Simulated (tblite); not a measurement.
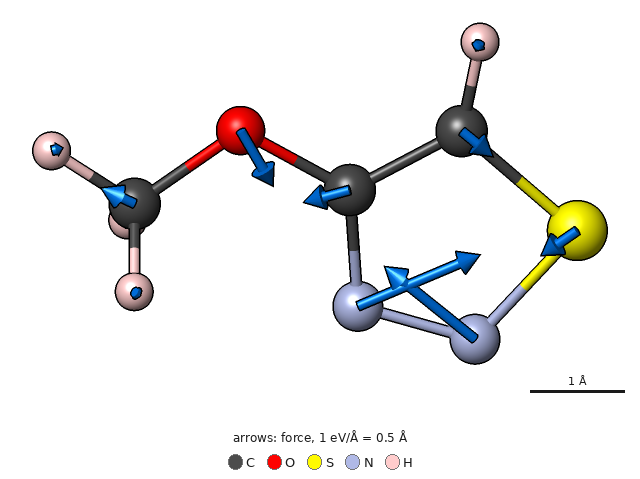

Starting geometry of C₃H₄N₂OS with the computed forces as blue arrows. A ball-and-stick model, seen from a free direction.

These are results of GFN2-xTB geometry optimisation, gas phase (tblite 0.8.0), not measurements. 

Question: What follows when this structure is relaxed?

Answer: It isn't relaxed: the largest force vector, on an N atom, is 2.91 eV/Å. The final displacements follow the starting forces only in part (cosine between the two patterns 0.60). The energy falls by 0.229 eV in 25 geometry steps. The atom that moves furthest after the best rigid fit is an N atom (0.081 Å). By element the largest moves are N 0.081 Å, H 0.055 Å, C 0.042 Å, S 0.035 Å, O 0.034 Å. Near-neighbour distances that change, for instance: N–N 1.318 → 1.261 Å, C–N 1.384 → 1.347 Å, C–O 1.371 → 1.337 Å, N–S 1.680 → 1.648 Å. Among the angles between lasting bonds that change: O–C–C 119.2° → 124.3°, C–O–C 111.8° → 115.3°, C–C–N 115.7° → 112.6°.
